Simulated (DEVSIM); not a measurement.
Structure: Schottky contact on n-type Si, at 300 K.

| layer (left to right) | material | thickness (μm) | Nd (cm⁻³) | τn (s) | τp (s) |
|---|---|---|---|---|---|
| 1 | Si | 0.460 | 2.1e16 | 0.00035 | 0.00035 |
| 2 | Si | 21.0 | 9.3e17 | 0.00035 | 0.00035 |

Left contact: Schottky, work function 4.84 eV, emission velocity 1.9e6 cm/s. Right contact: ohmic. Voltage is applied to the left contact. Recombination: SRH at mid-gap, Auger. Mobility is μmin + (μ − μmin)/(1 + (N/Nref)^α).

Constants are typed, rounded textbook-type inputs, not results; the design itself was drawn at random and stands for no fabricated device. Values at 300 K.

```csv
parameter,Si
gap (eV),1.124
affinity (eV),4.05
permittivity,11.7
Nc (cm⁻³),2.86e19
Nv (cm⁻³),3.1e19
μn (cm²/Vs),1417
μp (cm²/Vs),470
"μn,min",52
"μp,min",45
"Nref,n",9.7e16
"Nref,p",2.2e17
αn,0.68
αp,0.72
Cn (cm⁶/s),2.8e-31
Cp (cm⁶/s),9.9e-32
```

Model (solved in DEVSIM): 1D drift-diffusion, Boltzmann statistics, complete ionisation; no tunnelling, impact ionisation, image-force lowering or self-heating. Metal contacts follow the ideal Schottky-Mott rule: no Fermi-level pinning, no interface dipoles.

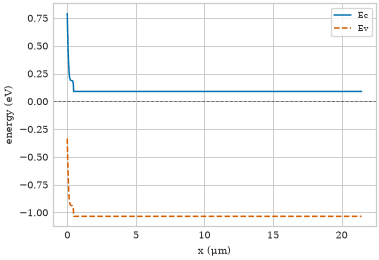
Figure. Band edges at zero bias

Energies count from the Fermi level of the right contact; mesh points crowd at the junctions.

```json
[
 {"x (μm)": "0.000", "Ec (eV)": "0.790", "Ev (eV)": "-0.334", "n (cm⁻³)": "1500000", "p (cm⁻³)": "7.6e13", "field (V/cm)": "-61000"},
 {"x (μm)": "0.02498", "Ec (eV)": "0.647", "Ev (eV)": "-0.477", "n (cm⁻³)": "3.9e8", "p (cm⁻³)": "3.0e11", "field (V/cm)": "-53000"},
 {"x (μm)": "0.07686", "Ec (eV)": "0.415", "Ev (eV)": "-0.709", "n (cm⁻³)": "3.0e12", "p (cm⁻³)": "3.8e7", "field (V/cm)": "-36000"},
 {"x (μm)": "0.1731", "Ec (eV)": "0.212", "Ev (eV)": "-0.912", "n (cm⁻³)": "7.9e15", "p (cm⁻³)": "15000", "field (V/cm)": "-7700"},
 {"x (μm)": "0.3537", "Ec (eV)": "0.186", "Ev (eV)": "-0.938", "n (cm⁻³)": "2.2e16", "p (cm⁻³)": "5300", "field (V/cm)": "-410"},
 {"x (μm)": "0.4178", "Ec (eV)": "0.175", "Ev (eV)": "-0.949", "n (cm⁻³)": "3.3e16", "p (cm⁻³)": "3600", "field (V/cm)": "-4400"},
 {"x (μm)": "0.4523", "Ec (eV)": "0.137", "Ev (eV)": "-0.987", "n (cm⁻³)": "1.4e17", "p (cm⁻³)": "820", "field (V/cm)": "-25000"},
 {"x (μm)": "0.4840", "Ec (eV)": "0.089", "Ev (eV)": "-1.035", "n (cm⁻³)": "9.3e17", "p (cm⁻³)": "130", "field (V/cm)": "-210"},
 {"x (μm)": "0.5402", "Ec (eV)": "0.089", "Ev (eV)": "-1.035", "n (cm⁻³)": "9.3e17", "p (cm⁻³)": "120", "field (V/cm)": "≈ 0"},
 {"x (μm)": "0.6529", "Ec (eV)": "0.089", "Ev (eV)": "-1.035", "n (cm⁻³)": "9.3e17", "p (cm⁻³)": "120", "field (V/cm)": "≈ 0"},
 {"x (μm)": "0.9063", "Ec (eV)": "0.089", "Ev (eV)": "-1.035", "n (cm⁻³)": "9.3e17", "p (cm⁻³)": "120", "field (V/cm)": "≈ 0"},
 {"x (μm)": "1.686", "Ec (eV)": "0.089", "Ev (eV)": "-1.035", "n (cm⁻³)": "9.3e17", "p (cm⁻³)": "120", "field (V/cm)": "≈ 0"},
 {"x (μm)": "3.146", "Ec (eV)": "0.089", "Ev (eV)": "-1.035", "n (cm⁻³)": "9.3e17", "p (cm⁻³)": "120", "field (V/cm)": "≈ 0"},
 {"x (μm)": "6.077", "Ec (eV)": "0.089", "Ev (eV)": "-1.035", "n (cm⁻³)": "9.3e17", "p (cm⁻³)": "120", "field (V/cm)": "≈ 0"},
 {"x (μm)": "14.19", "Ec (eV)": "0.089", "Ev (eV)": "-1.035", "n (cm⁻³)": "9.3e17", "p (cm⁻³)": "120", "field (V/cm)": "≈ 0"},
 {"x (μm)": "17.98", "Ec (eV)": "0.089", "Ev (eV)": "-1.035", "n (cm⁻³)": "9.3e17", "p (cm⁻³)": "120", "field (V/cm)": "≈ 0"},
 {"x (μm)": "19.87", "Ec (eV)": "0.089", "Ev (eV)": "-1.035", "n (cm⁻³)": "9.3e17", "p (cm⁻³)": "120", "field (V/cm)": "≈ 0"},
 {"x (μm)": "20.71", "Ec (eV)": "0.089", "Ev (eV)": "-1.035", "n (cm⁻³)": "9.3e17", "p (cm⁻³)": "120", "field (V/cm)": "≈ 0"},
 {"x (μm)": "21.20", "Ec (eV)": "0.089", "Ev (eV)": "-1.035", "n (cm⁻³)": "9.3e17", "p (cm⁻³)": "120", "field (V/cm)": "≈ 0"},
 {"x (μm)": "21.35", "Ec (eV)": "0.089", "Ev (eV)": "-1.035", "n (cm⁻³)": "9.3e17", "p (cm⁻³)": "120", "field (V/cm)": "≈ 0"},
 {"x (μm)": "21.42", "Ec (eV)": "0.089", "Ev (eV)": "-1.035", "n (cm⁻³)": "9.3e17", "p (cm⁻³)": "120", "field (V/cm)": "≈ 0"},
 {"x (μm)": "21.46", "Ec (eV)": "0.089", "Ev (eV)": "-1.035", "n (cm⁻³)": "9.3e17", "p (cm⁻³)": "120", "field (V/cm)": "≈ 0"}
]
```
